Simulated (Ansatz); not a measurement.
**FH4InOSi: density, localisation and related maps**

```xyz
8

F     0.5456    0.5262    1.8470
In    2.3719    0.8853    0.8827
O     0.5161   -0.4295   -0.4112
Si   -0.3668   -1.2907   -1.5382
H     0.4975   -1.4213   -2.7419
H     0.1600   -0.1988    0.4974
H    -0.7220   -2.6496   -1.0327
H    -1.6261   -0.5787   -1.9060
```

Geometry: B3LYP-D3(BJ)/def2-SVP; core potentials replace the inner electrons of In.

Computed with isolated molecule in a Gaussian basis; Kohn-Sham density functional theory, functional PBE0 in Ansatz 0.2.0.

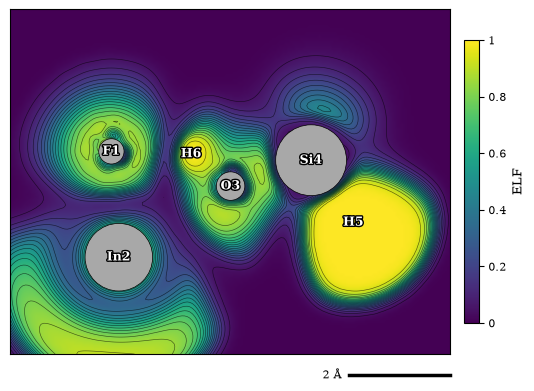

Figure 1. ELF on the plane of atoms Si4, O3 and H6. Grey discs cover the atomic cores.

Interpret the plot.

- Atoms in the plane: F, In, O, Si and H.
- Si–O (1.67 Å): the ELF peaks at about 0.85 between the atoms: a polar covalent bond.
- In–F (2.10 Å): the ELF is about 0.10 at the midpoint.
- O–H (1.00 Å): the ELF climbs to about 1 towards the hydrogen, as it does in any bond to H: an ordinary covalent bond to hydrogen.
- Si–H (1.49 Å): the ELF climbs to about 1 towards the hydrogen.
- The ELF also peaks beside O3 and F1, away from the bonds: lone-pair regions.

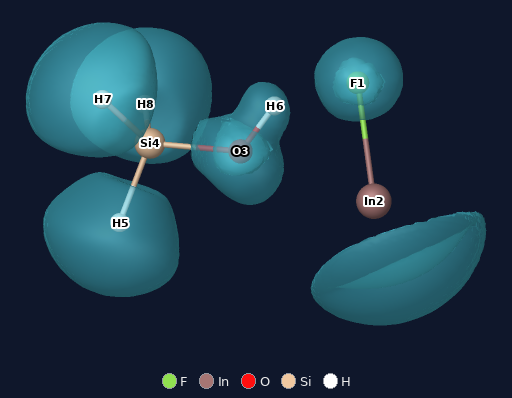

Figure 2. Isosurface of the ELF at 0.75 (cyan), seen at a tilt. Core shells and regions of very low density are left out.

Where are the electrons localised?

The ELF exceeds this value in three regions around hydrogen nuclei, one lobe on In, pointing away from the bonds (lone pairs), one region wrapped around F (its valence shell) and one joined region spread over several atoms (H, O), in which their bonds and any lone pairs are merged.

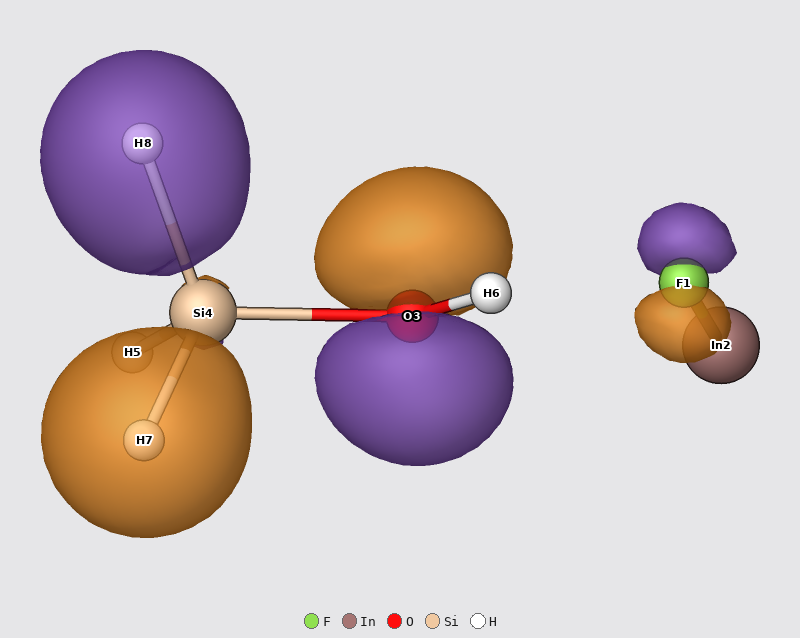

Figure 3. The HOMO−1 at ±0.15 Å⁻³ᐟ² (orange and purple are the two phases), seen from one side.

Where does this orbital lie, and at what energy?

It lies mainly on O3 (about 40 %), Si4 (about 20 %), H7 (about 15 %) and H8 (about 15 %). Its energy is −8.79 eV.
